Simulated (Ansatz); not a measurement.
## Electronic structure of C$_{2}$H$_{9}$NOSi in real space

```xyz
14

Si    0.1434   -0.0828   -0.1461
H    -0.2510    0.1855    1.2965
O     1.8785   -0.3260   -0.2627
H     2.3174   -0.9869    0.3184
H    -0.0431    1.0577   -1.1081
N    -0.9434   -1.3902   -0.6494
C    -1.4833   -2.3790    0.2865
H    -1.3361   -2.0351    1.3236
H    -2.5714   -2.5121    0.1216
H    -1.0038   -3.3751    0.1774
C    -1.1786   -1.6915   -2.0650
H    -2.2620   -1.8315   -2.2542
H    -0.8251   -0.8557   -2.6906
H    -0.6545   -2.6132   -2.3940
```

These are results of Ansatz 0.2.0, RKS PBE-D4/6-31G, not measurements.

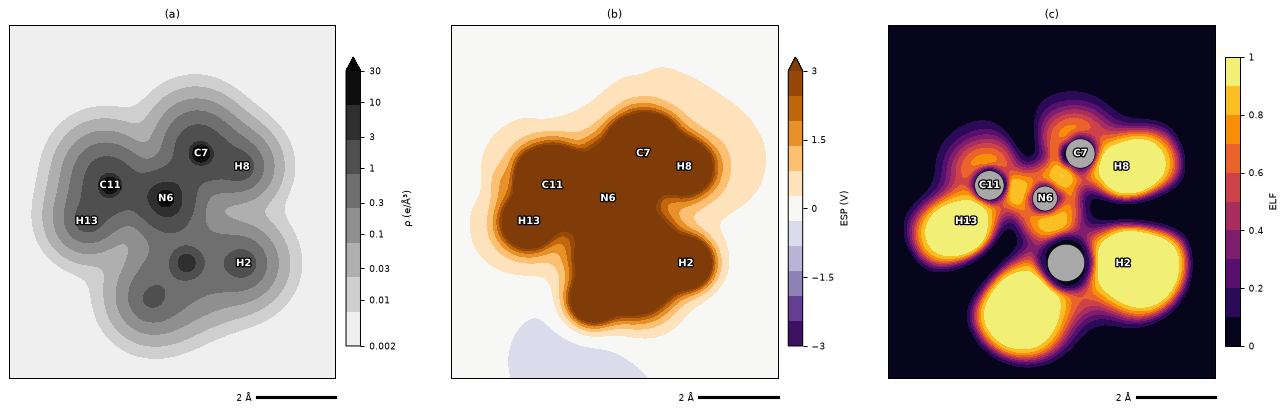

Figure 1. (a) electron density; (b) molecular electrostatic potential; (c) ELF on the plane of atoms N6, C7 and H8. Grey discs cover the atomic cores in the ELF map.

What do the fields say about this system?

Answer.
- The section cuts through H, N and C sites.
- C–N (1.46 Å): ρ at the midpoint is about 1.7 e/Å³; the ELF peaks at about 0.90 between the atoms, as expected for a covalent bond.
- C–H (1.10 Å): ρ at the midpoint is about 1.8 e/Å³; the ELF climbs to about 1 towards the hydrogen, as it does in any bond to H; a covalent bond by its length.
- Outside the dense part of the molecule the potential is most negative (−0.4 V) near H5, which lies off the plane.

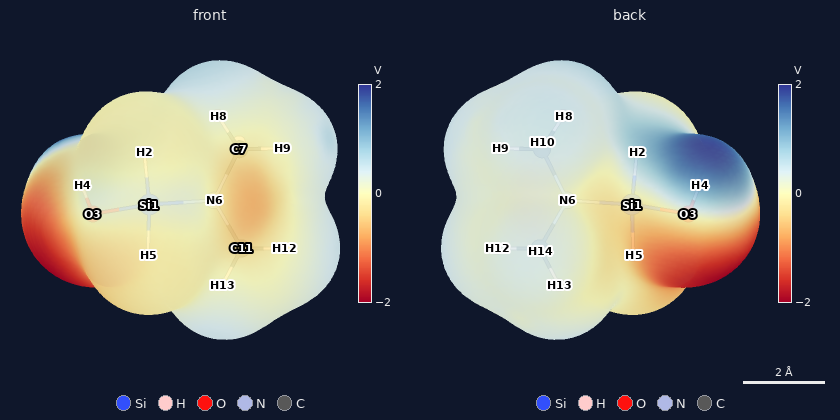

Figure 2. The molecular electrostatic potential painted on the density surface at 0.001 e/bohr³, seen from the front and from behind; the colour scale runs from red (negative) to blue (positive).

Which sites attract a positive test charge, and which a negative one?

Answer. A positive charge is drawn to the negative regions and a negative charge to the positive ones. The most negative region (about −1.9 V) lies over O3, the most positive (about +1.9 V) over H4. O3 is the likeliest acceptor of a hydrogen bond.

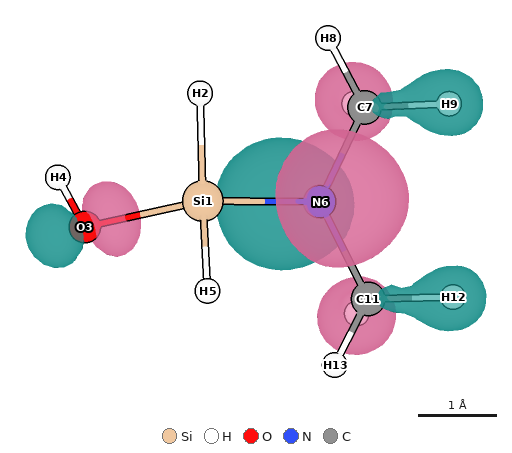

Figure 3. The HOMO at ±0.15 Å⁻³ᐟ² (teal and pink are the two phases), seen at a tilt.

Where does this orbital lie, and at what energy?

Answer. Its weight (Hirshfeld) is mainly on N6 (about 55 %), C7 (about 5 %), C11 (about 5 %) and O3 (about 5 %). Its energy is −4.88 eV.
